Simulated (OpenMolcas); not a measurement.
Multiconfigurational calculation for Ta⁴⁺ complex

- system: Ta⁴⁺ with 4 ligands (I; tetrahedron, 2.61 Å), with no charges around it.
- method: state-averaged CASSCF, active space 1 electron in the shell 5d, basis ANO-RCC-VDZP on the metal and ANO-RCC-VDZP on the ligands, DKH2 scalar Hamiltonian, spin-orbit coupling by RASSI with atomic mean-field integrals (OpenMolcas)

### Key numbers

| quantity | value |
| --- | --- |
| outcome | converged |
| energy of the lowest spin-free term | −44033.64368 hartree |
| energy of the lowest spin-orbit level | −44033.64607 hartree |
| largest spread among components of a term | 0.0 cm⁻¹ |
| hardware | 1 thread of Arm Neoverse V1, 24 GiB of memory available, shared host |
| wall time | 4.4 min |
| peak memory | 0.6 GiB |

### Remarks

Caveats: covalent bonds, ligand orbitals missing from the active space; distances are set from ionic radii, not optimised.

### Input file
```
&GATEWAY
Coord
5

Ta 0.0 0.0 0.0
I 1.506884 1.506884 1.506884
I 1.506884 -1.506884 -1.506884
I -1.506884 1.506884 -1.506884
I -1.506884 -1.506884 1.506884
Basis=Ta.ANO-RCC-VDZP,I.ANO-RCC-VDZP
Group=NoSym
NoMove
AngMom=0.0 0.0 0.0
AMFI
RICD
&SEWARD
&RASSCF
FileOrb=start.orb
Symmetry=1
Spin=2
nActEl=1 0 0
Inactive=142
Ras2=5
CIRoot=5 5 1
SDav=5
CIMx=300
Iter=150 100
PrWF=0.3
OrbListing=Nothing
MaxOrb=0
LevShft=1.0
>>> COPY $Project.JobIph JOB001
&RASSI
NrOfJobIphs=1 5
1 2 3 4 5
IphNames
JOB001
EJob
SpinOrbit
DIPRint=1.0
SOCoupling=1000.0
Subsets=2
Property=9
'ANGMOM' 1 'ANGMOM' 2 'ANGMOM' 3 'MLTPL  1' 1 'MLTPL  1' 2 'MLTPL  1' 3
'AMFI' 1 'AMFI' 2 'AMFI' 3
SOProperty=3
'ANGMOM' 1 'ANGMOM' 2 'ANGMOM' 3
```

The file start.orb holds starting orbitals from an earlier step. A driver script formed the levels outside the program, from RASSI's spin-orbit matrix and the active-space energies, averaged over the components of each term or state.

Command:
```bash
OMP_NUM_THREADS=1 MOLCAS_MEM=2457 MOLCAS_PROJECT=a pymolcas a.inp > a.log  # once for each step of the input, in one work folder
```

### The program's output (extracts)
```
--- SEWARD ---
Basis set label: TA.ANO-RCC...7S6P4D2F1G.

      Electronic valence basis set:
      ------------------
      Associated Effective Charge  73.000000 au
      Associated Actual Charge     73.000000 au
      Nuclear Model: Point charge

      Shell  nPrim  nBasis  Cartesian Spherical Contaminant
         s      24       7        X
         p      21       6        X
         d      15       4                 X
         f      11       2                 X
         g       4       1                 X
                  Relativistic Douglas-Kroll-Hess integrals:
                    - DKH order of Hamiltonian: 2
                    - DKH order of Properties : 0
                  Atomic mean-field integrals
--- RASSCF ---
Wave function specifications:
      -----------------------------

      Number of closed shell electrons         284
      Number of electrons in active shells       1
      Max number of holes in RAS1 space          0
      Max nr of electrons in RAS3 space          0
      Number of inactive orbitals              142
      Number of active orbitals                  5
      Number of secondary orbitals              93
      Spin quantum number                      0.5
      State symmetry                             1
Orbital specifications:
      -----------------------

      Symmetry species                           1
                                                 a
      Frozen orbitals                            0
      Inactive orbitals                        142
      Active orbitals                            5
      RAS1 orbitals                              0
      RAS2 orbitals                              5
      RAS3 orbitals                              0
      Secondary orbitals                        93
      Deleted orbitals                           0
      Number of basis functions                240
      Number of CSFs                             5
      Number of root(s) required                 5
      Iter CI   SX   CI       RASSCF       Energy    max ROT     max BLB   max BLB  Level Ln srch  Step   QN
          iter iter root      energy       change     param      element    value   shift minimum  type update
 Nr of preliminary CI iterations:   1
      Total energies have been shifted. Add               -44000.00 au
        1   1   10    0   -32.54865562    0.00E+00  -8.68E-02   32 165 1  1.66E-01*  1.12   0.00    SX    NO
        2   1   10    0   -33.18196883   -6.33E-01* -5.02E-02   97 144 1  1.11E-01*  0.88   0.00    SX    NO
        3   1   10    0   -33.47005920   -2.88E-01*  3.89E-02   97 144 1  7.79E-02*  0.73   0.00    SX    NO
        4   1   11    0   -33.57362055   -1.04E-01* -2.78E-02   25 149 1 -4.73E-02*  0.75   0.00    SX    NO
        5   1   10    0   -33.60230339   -2.87E-02* -3.52E-02   27 151 1  3.61E-02*  0.75   1.81    QN   YES
        6   1   10    0   -33.61862165   -1.63E-02* -2.16E-02   25 149 1 -1.09E-02*  0.76   1.22    QN   YES
        7   1   10    0   -33.62151014   -2.89E-03*  1.31E-02   33 175 1 -6.22E-03*  0.76   1.43    QN   YES
        8   1    9    0   -33.62232510   -8.15E-04*  5.90E-03   34 167 1  2.99E-03*  0.75   1.39    QN   YES
        9   1    8    0   -33.62250423   -1.79E-04* -1.88E-03   33 166 1  7.04E-04*  0.75   1.34    QN   YES
       10   1    8    0   -33.62254248   -3.82E-05*  1.34E-03   33 175 1  6.27E-04*  0.75   1.40    QN   YES
       11   1    8    0   -33.62255187   -9.39E-06*  4.03E-04   34 167 1 -3.82E-04*  0.75   1.36    QN   YES
       12   1    7    0   -33.62255425   -2.39E-06* -2.85E-04   34 143 1  1.25E-04*  0.75   1.51    QN   YES
       13   1    7    0   -33.62255527   -1.01E-06* -1.82E-04   33 175 1 -1.02E-04*  0.75   1.53    QN   YES
       14   1    6    0   -33.62255568   -4.08E-07* -1.29E-04   33 166 1  1.03E-04*  0.75   1.46    QN   YES
       15   1    6    0   -33.62255579   -1.18E-07* -3.82E-05   33 166 1  4.16E-05   0.75   1.37    QN   YES
       16   1    5    0   -33.62255582   -2.42E-08* -5.73E-05  120 164 1  1.27E-05   0.75   2.50    LS   YES
       17   1    6    0   -33.62255580    1.80E-08* -3.07E-05   33 166 1 -6.68E-05   0.75   0.24    LS   YES
       18   1    5    0   -33.62255582   -1.93E-08* -2.96E-05   32 165 1 -3.20E-05   0.75   1.24    QN   YES
       19   1    5    0   -33.62255582   -4.57E-09  -4.44E-05   33 166 1 -1.17E-05   0.75   2.50    LS   YES
      Convergence after 19 iterations
       20   1    5    0   -33.62255582    3.08E-09  -4.44E-05   34 167 1  1.88E-05   0.75   2.50    LS   YES
      Natural orbitals and occupation numbers for root  1
      sym 1:  -0.000000  -0.000000   0.000000   0.000000   1.000000
      Natural orbitals and occupation numbers for root  2
      sym 1:  -0.000000   0.000000   1.000000   0.000000  -0.000000
      Natural orbitals and occupation numbers for root  3
      sym 1:   1.000000  -0.000000  -0.000000  -0.000000  -0.000000
::    RASSCF root number  1 Total energy: -44033.64368247
::    RASSCF root number  2 Total energy: -44033.64368247
::    RASSCF root number  3 Total energy: -44033.60847139
::    RASSCF root number  4 Total energy: -44033.60847139
::    RASSCF root number  5 Total energy: -44033.60847139
--- RASSI ---
SPIN-FREE ENERGIES:
  (Shifted by EMIN (a.u.) =     -44033.6436824676)

 SF State       Relative EMIN(au)   Rel lowest level(eV)    D:o, cm**(-1)

     1             0.0000000000        0.0000000000              0.0000
     2             0.0000000000        0.0000000000              0.0000
     3             0.0352110781        0.9581422476           7727.9384
     4             0.0352110781        0.9581422476           7727.9384
     5             0.0352110781        0.9581422476           7727.9384
     Dipole printing threshold changed to   1.00000000E+00

++ Dipole transition strengths (spin-free states):
   -----------------------------------------------
     for osc. strength at least  1.00000000E+00

  ( Max oscillator strength is only    6.4150860734251292E-003 )
--
Eigenvalues of complex Hamiltonian:
   -----------------------------------
  (Shifted by EMIN (a.u.) =     -44033.6436824676)

 SO State       Relative EMIN(au)   Rel lowest level(eV)    D:o, cm**(-1)

     1            -0.0023908307        0.0000000000              0.0000
     2            -0.0023908307        0.0000000000              0.0000
     3            -0.0023908305        0.0000000057              0.0000
     4            -0.0023908305        0.0000000057              0.0000
     5             0.0357344051        1.0374405155           8367.5221
     6             0.0357344051        1.0374405155           8367.5221
     7             0.0373402449        1.0811376445           8719.9632
     8             0.0373402449        1.0811376445           8719.9632
     9             0.0373402456        1.0811376623           8719.9633
    10             0.0373402456        1.0811376623           8719.9633
Weights of the five most important spin-orbit-free states for each spin-orbit state.

 SO State  Total energy (au)           Spin-free states, spin, and weights
 -------------------------------------------------------------------------------------------------------
    1        -0.002391       2 0.5  0.6077    1 0.5  0.3321    5 0.5  0.0309    4 0.5  0.0259    3 0.5  0.0034
    2        -0.002391       2 0.5  0.6070    1 0.5  0.3329    5 0.5  0.0309    4 0.5  0.0259    3 0.5  0.0034
    3        -0.002391       1 0.5  0.6069    2 0.5  0.3329    3 0.5  0.0367    4 0.5  0.0143    5 0.5  0.0092
    4        -0.002391       1 0.5  0.6078    2 0.5  0.3320    3 0.5  0.0367    4 0.5  0.0142    5 0.5  0.0092
    5         0.035734       3 0.5  0.3333    4 0.5  0.3333    5 0.5  0.3333    1 0.5  0.0000    2 0.5  0.0000
    6         0.035734       3 0.5  0.3333    4 0.5  0.3333    5 0.5  0.3333    1 0.5  0.0000    2 0.5  0.0000
    7         0.037340       5 0.5  0.4663    4 0.5  0.4365    2 0.5  0.0419    3 0.5  0.0370    1 0.5  0.0183
    8         0.037340       5 0.5  0.4663    4 0.5  0.4365    2 0.5  0.0419    3 0.5  0.0370    1 0.5  0.0183
    9         0.037340       3 0.5  0.5896    4 0.5  0.1900    5 0.5  0.1602    1 0.5  0.0419    2 0.5  0.0183
   10         0.037340       3 0.5  0.5896    4 0.5  0.1900    5 0.5  0.1602    1 0.5  0.0419    2 0.5  0.0183
 -------------------------------------------------------------------------------------------------------
```

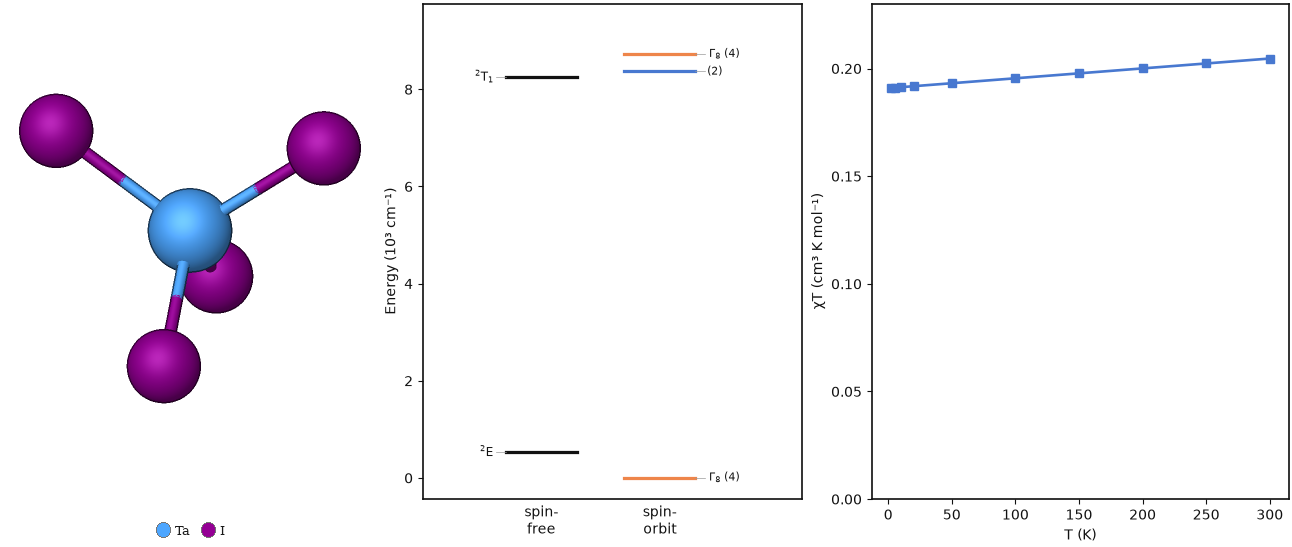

Ta⁴⁺ (5d) with 4 ligands, I⁻, at 2.61 Å (arrangement: tetrahedron, Td), and its levels and susceptibility. Labels give the representation in O, Td, D4 or D3 as the site allows (double group for half-integer spin) where it could be assigned and, in brackets, the degeneracy; spin-free states, where drawn, share the zero of the spin-orbit levels. Powder susceptibility by Van Vleck's formula. The ground level is Γ₈, 4-fold degenerate, 100 % from states of spin multiplicity 2. The next level lies at 8,370 cm⁻¹. The lowest spin-free state is ²E; of the same spin there follows at 7,730 cm⁻¹ (²T₁) above it. A ligand-field fit to the spin-free states gives |10Dq| = 7,730 cm⁻¹. χT is 0.191 cm³ K mol⁻¹ at 2 K and 0.205 at 300 K, an effective moment of 1.28 μB. The active orbitals hold 66 to 80 % metal character (Löwdin), and the Mulliken charge of the metal is +0.64.
